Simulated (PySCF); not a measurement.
System: C₄H₉FOSi (SMILES C=C(C)O[SiH2]CF).

Input

```
{"job": {"kind": "nmr", "xc": "PBE0", "basis": "pcSseg-1"}, "charge": 0, "multiplicity": 1}
C     -2.187955    -0.582966    -1.142793
C     -1.319093    -0.340814    -0.171627
C     -1.647191    -0.396861     1.285630
O     -0.038792    -0.017133    -0.492475
Si     1.287344     0.338261     0.365999
C      2.548604     0.638382    -1.032697
F      3.776962     0.962548    -0.490043
H     -3.207275    -0.839940    -0.927733
H     -1.897894    -0.528888    -2.176160
H     -1.451999     0.570911     1.744059
H     -1.013424    -1.132656     1.777357
H     -2.688807    -0.662185     1.434342
H      1.123107     1.549463     1.173697
H      1.721130    -0.776335     1.211992
H      2.713893    -0.244156    -1.655293
H      2.273791     1.471313    -1.684233
```

Launched as:

```sh
OMP_NUM_THREADS=1 python probes_run.py task.json out
```

Geometry: GFN2-xTB.

Method: PBE0/pcSseg-1, SCF density, gas phase, non-relativistic in PySCF 2.14.0.

### Predict the electron density and electron localisation function between the atoms.

C–C (1.33 Å): the density is about 2.3 e/Å³ at the midpoint; the ELF peaks at about 0.95 between the atoms (a multiple bond).
C–O (1.36 Å): ρ at the midpoint is about 2.2 e/Å³, with its minimum of 1.9 e/Å³ about 0.5 Å from C; the ELF peaks at about 0.90 between the atoms, as expected for a shared but strongly polarised pair.
C–F (1.38 Å): ρ at the midpoint is about 2.1 e/Å³, with its minimum of 1.6 e/Å³ about 0.5 Å from C; the ELF peaks at about 0.85 between the atoms, as expected for a polar covalent bond.
Si–O (1.62 Å): ρ is about 1.1 e/Å³ halfway; the ELF peaks at about 0.85 between the atoms; a short, strongly polar bond.

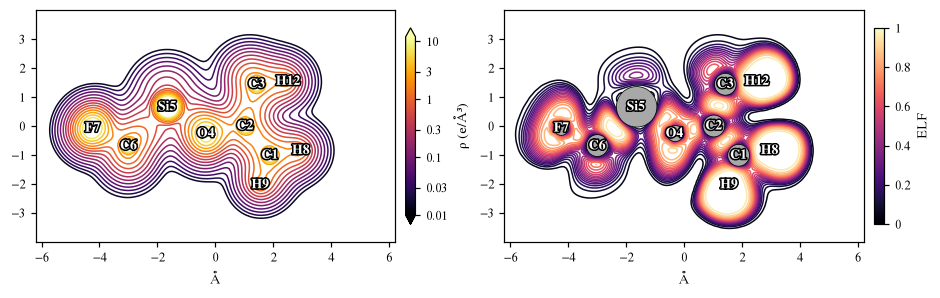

Computed electron density and electron localisation function on the plane of atoms C2, C1 and H9, in this order. Grey discs cover the atomic cores in the ELF map. 
